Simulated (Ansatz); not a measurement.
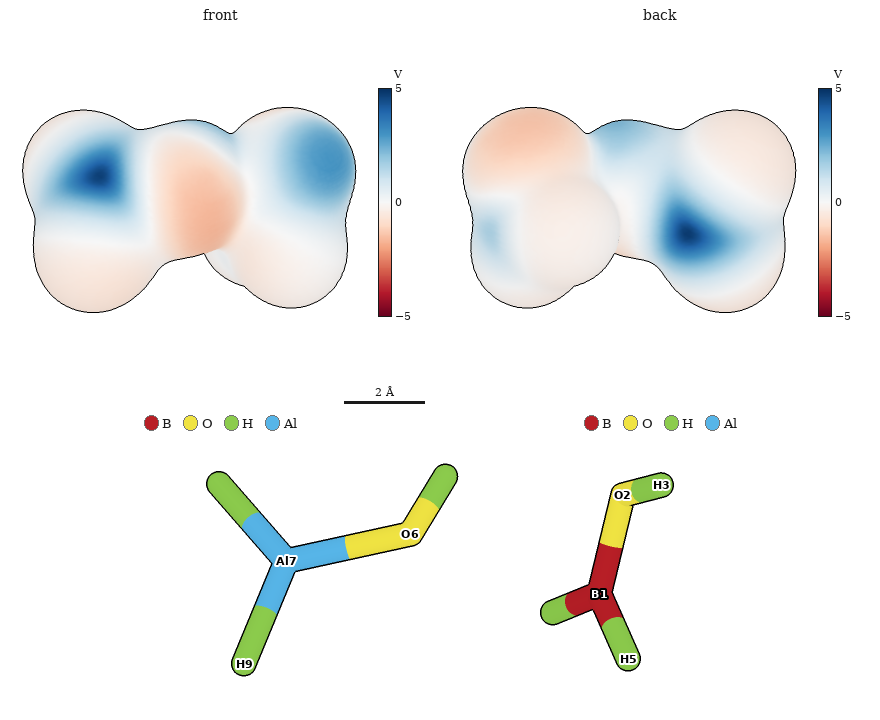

*BH$_{3}$O···AlH$_{3}$O. The electrostatic potential painted on the density surface at 0.002 e/bohr³, seen from the front and from behind; the colour scale runs from red (negative) to blue (positive). The bare structure is drawn below in the same view.*

All numbers below come from Ansatz 0.2.0, RHF/6-31G*.

```xyz
10

B    -0.0058   -0.3928   -0.1076
O    -0.7013   -1.0777    0.8268
H    -1.6378   -1.0531    0.6877
H     1.1797   -0.3920   -0.0147
H    -0.5655    0.1376   -1.0175
O    -0.1145    1.6919    1.9067
Al    1.0114    2.8348    2.4690
H     1.8443    2.5372    3.7812
H     1.1505    4.1671    1.6387
H    -0.2592    0.8411    2.2944
```

**Which sites attract a positive test charge, and which a negative one?**

A positive charge is drawn to the negative regions and a negative charge to the positive ones. The most negative region (about −1.6 V) lies over O6, the most positive (about +4.3 V) over Al7. O6 is the likeliest acceptor of a hydrogen bond.
